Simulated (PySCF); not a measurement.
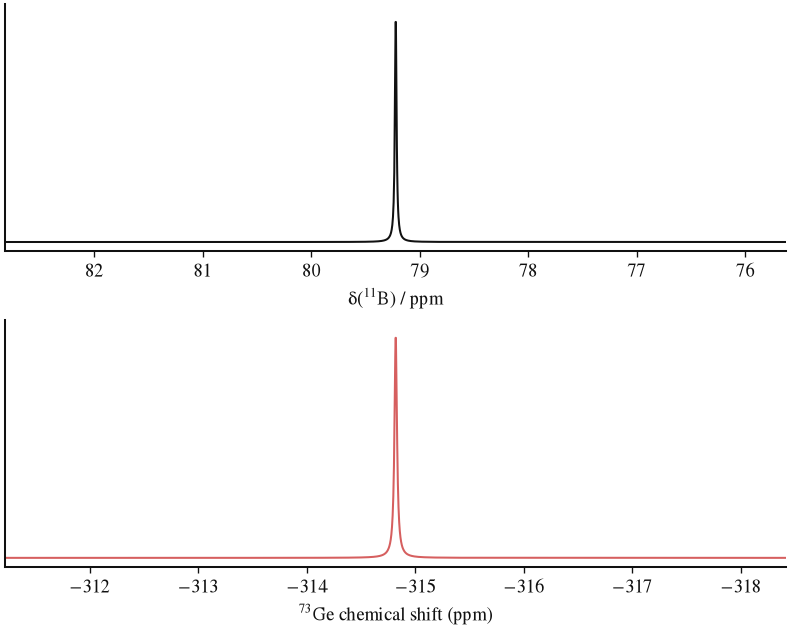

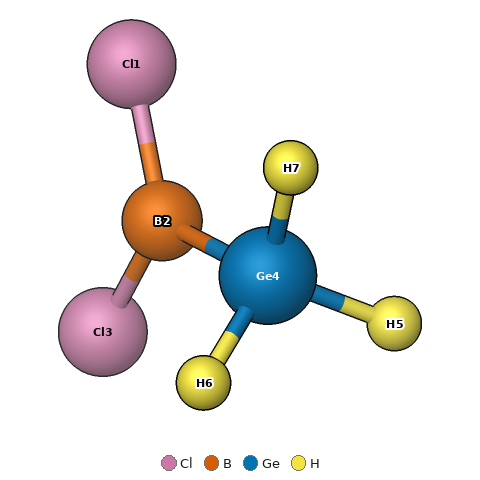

Spectrum and numbered structure of BGeH₃Cl₂, SMILES Cl[B](Cl)[GeH3], singlet. GIAO shifts, PBE0/pcSseg-1 in PySCF 2.14.0, at a PBE0-D3(BJ)/def2-SVP geometry (no frequency check), against BF₃.OEt₂ for ¹¹B and GeMe₄ for ⁷³Ge computed at the same level. Gas phase, fully decoupled, line heights follow the number of nuclei, widths are arbitrary (no quadrupolar broadening); values of one conformer, averaged over nuclei that symmetry or rotation about single bonds exchange, these motions taken as fast.

Where does the ¹¹B line lie?

At 79.2 ppm (B2).

Where does the ⁷³Ge line lie?

At −314.8 ppm (Ge4).

Note: relativity, spin-orbit coupling included, is left out, which matters for Ge nuclei and their neighbours.
